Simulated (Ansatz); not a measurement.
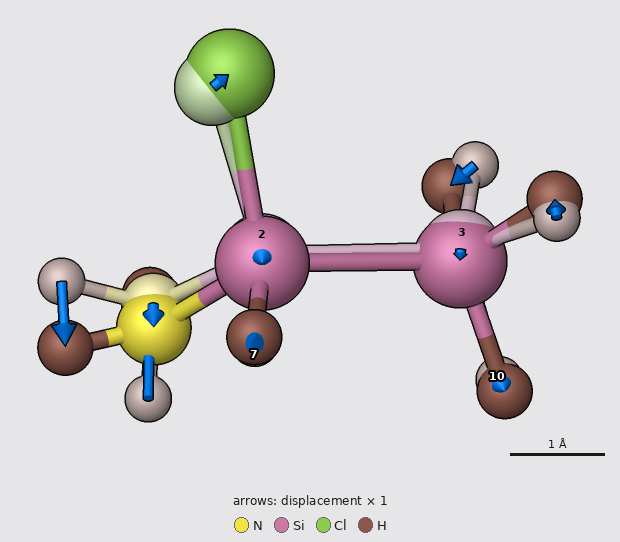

A relaxation of Si2NH6Cl (coarse preliminary run). The starting structure is drawn faded, the final one solid; blue arrows show the displacements, at their true length. The two geometries are superimposed by the best rigid fit.

Style: ball-and-stick. Shown from a free direction.

The start comes from a force field.

Computed with Ansatz, RKS PBE-D4/def2-SVP. Settings: force threshold 0.03 eV/Å; at most 200 steps.

Atoms of which element are displaced furthest, and by how much?

Hydrogen: up to 1.35 Å, against 0.28 Å for nitrogen.

What happened in the run?

An H atom moves most after the best rigid fit: 1.35 Å. Largest moves by element: H 1.35 Å, N 0.28 Å, Cl 0.23 Å, Si 0.21 Å. Near-neighbour distances that change, for instance: Cl–Si 1.982 → 2.117 Å, N–Si 1.652 → 1.733 Å, Si–Si 2.292 → 2.347 Å, H–N 1.075 → 1.024 Å. Bond angles that change, for instance: Si–N–H 110.0° → 119.1°, H–N–H 101.8° → 110.3°, Si–Si–Cl 111.5° → 104.6°. Over 13 accepted moves (14 points after the start) the energy falls by 69.1 kJ/mol. Largest force component: 3.1 eV/Å at the start, 0.01 eV/Å at the end. The line search rejected the trial step at point 8 of the run. The run took roughly 50 core-seconds on a shared host.
